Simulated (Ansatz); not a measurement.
# Phonon calculation, with input and output: CH4FIn

System: CH4FIn.
Method: RKS LDA/def2-SVP (Ansatz 0.2.0).

It belongs to a series of runs on one base structure; here: vibrations at the highest image of the band. Figures and captions count atoms from 1; the log counts them from 0 in places.

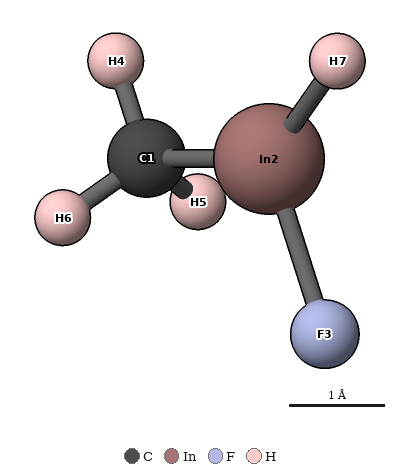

Figure 1. The structure (ball-and-stick view, seen at a tilt; atoms are numbered from 1 in the order of the input). Sticks mark near contacts.

## The input
```yaml
crystal:
  periodic: [false, false, false]
  atoms:
    - { symbol: C, position_ang: [-0.918166, 0.403892, -0.292799] }
    - { symbol: In, position_ang: [1.025943, -0.357205, 0.066745] }
    - { symbol: F, position_ang: [1.118344, -1.068757, 1.900553] }
    - { symbol: H, position_ang: [-1.026513, 0.781732, -1.32794] }
    - { symbol: H, position_ang: [-1.650024, -0.40823, -0.106132] }
    - { symbol: H, position_ang: [-1.107535, 1.224347, 0.429397] }
    - { symbol: H, position_ang: [2.557951, -0.575779, -0.669815] }
basis:
  gaussian: { orbitals: def2-SVP }
hamiltonian:
  xc: lda
phonons: {}
```

Launched with:
```bash
ansatz run input.yaml --threads 1 --pin off --max-ram 2048MiB --backend cpu --events-out ev --progress --plain --runs-dir out
```

## Output
```
Engine: ansatz 0.2.0, aarch64-unknown-linux-gnu
Functional definition: SPW92
  exchange = slater_x
  correlation = pw_c
854 factors; their error is unknown
mean field evaluation 1: about -8942.4354 eV, gradient 6.9e1 eV
mean field evaluation 2: about -8870.1770 eV, gradient 1.9e2 eV
mean field evaluation 4: about -8952.8298 eV, gradient 1.4e1 eV
mean field evaluation 8: about -8953.3003 eV, gradient 6.8e-2 eV
mean field evaluation 16: about -8953.2753 eV, gradient 1.5e-5 eV
mean field -8953.27531315 eV, -329.0267990104 hartree, gradient 1.5e-5 eV, S^2 0.000000; 0 other end points of the search recorded, 0 dependent functions left out
the calculation of the forces begins
reference -8953.27535809 eV, -329.0268006618 hartree; 20, 20 occupied and 54, 54 virtual orbitals, 854 factors
these checks for a lower state are left out or cut short: stability, starts, cluster_reference, orbital_swaps, neighbouring_geometries, increment
854 factors; their error is unknown
mean field -8953.27523427 eV, -329.0267961115 hartree, gradient 9.1e-7 eV, S^2 0.000000; 0 other end points of the search recorded, 0 dependent functions left out
[... from here on the field's lines of each further geometry are left out, up to the last ...]
the calculation of the forces begins
reference -8953.27534715 eV, -329.0268002597 hartree; 20, 20 occupied and 54, 54 virtual orbitals, 854 factors
these checks for a lower state are left out or cut short: stability, starts, cluster_reference, orbital_swaps, neighbouring_geometries, increment
854 factors; their error is unknown
mean field -8953.27530719 eV, -329.0267987911 hartree, gradient 2.4e-6 eV, S^2 0.000000; 0 other end points of the search recorded, 0 dependent functions left out
the calculation of the forces begins
reference -8953.27535212 eV, -329.0268004424 hartree; 20, 20 occupied and 54, 54 virtual orbitals, 854 factors
WARN: phonons: modes at or below zero, which the zero-point energy, F, S and C_V leave out: 1, the lowest at -21.09 cm⁻¹. A minimum has none, and a first-order saddle one
Total energy: -8953.27535809 eV, -329.0268006618 hartree
Atom 0 at    -0.918166     0.403892    -0.292799 Å, force     0.006542     0.005215    -0.005834 eV/Å
Atom 1 at     1.025943    -0.357205     0.066745 Å, force     0.001257    -0.001978     0.004348 eV/Å
Atom 2 at     1.118344    -1.068757     1.900553 Å, force    -0.002153     0.001826    -0.004244 eV/Å
Atom 3 at    -1.026513     0.781732    -1.327940 Å, force    -0.000745    -0.003157     0.002239 eV/Å
Atom 4 at    -1.650024    -0.408230    -0.106132 Å, force    -0.001339     0.001572     0.002626 eV/Å
Atom 5 at    -1.107535     1.224347     0.429397 Å, force    -0.003422    -0.003648     0.001861 eV/Å
Atom 6 at     2.557951    -0.575779    -0.669815 Å, force    -0.000139     0.000171    -0.000996 eV/Å
Dipole moment:    -0.204528     0.276732    -0.564468 e Å
Vibrations: -21.09 132.69 370.85 474.89 527.37 596.34 689.51 712.36 1116.19 1347.65 1349.82 1786.11 2987.74 3105.04 3121.14 cm⁻¹, zero-point energy 1.135552 eV
```

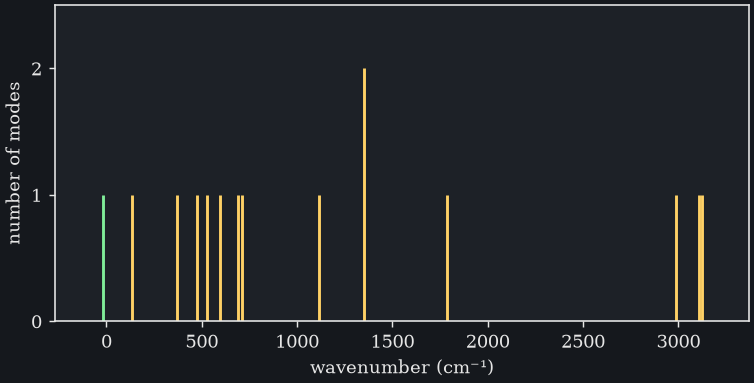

Figure 2. Harmonic vibrational wavenumbers from the force constants; neighbouring modes closer than 14 cm⁻¹ are counted in one stick, and imaginary ones are drawn at negative wavenumbers. 15 modes from 21i to 3121 cm⁻¹, 1 imaginary beyond 8i (21i cm⁻¹): not a clean minimum; so soft a mode can be a shallow saddle, an incomplete relaxation or noise of the force constants.

## Key numbers

- outcome: converged
- total energy: −8953.2754 eV
- mean-field energy: −8953.2754 eV
- largest force (length of the vector): 0.010 eV/Å
- hardware: 1 thread of Arm Neoverse N1, 24 GiB of memory available, shared host
- wall time: 56 s
- peak memory: 0.1 GiB
